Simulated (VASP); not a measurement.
Band structure of TaS (relaxed from the zinc blende structure, space group F-43m). Method: PBE GGA, VASP's PBE PAW potentials (set 64) (plane waves; VASP).

Unless said otherwise, spin-orbit coupling is left out, though it shifts the bands of the heavy elements here.

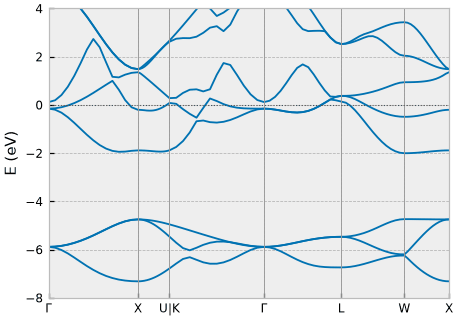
Bands along high-symmetry lines, zero at the valence-band maximum or, without a gap, the Fermi level

Q: Read the plot: is there a gap, and where are the band edges?

A: It has no gap at this level: it comes out as a metal or semimetal. (Edges off the drawn lines would not show.)

The structure was generated: TaS was put into the zinc blende type (F-43m), which need not be its known phase. It was relaxed first, which changed the volume by -36 %. The electron count is odd and the run is not spin-polarised, which forces a metal.
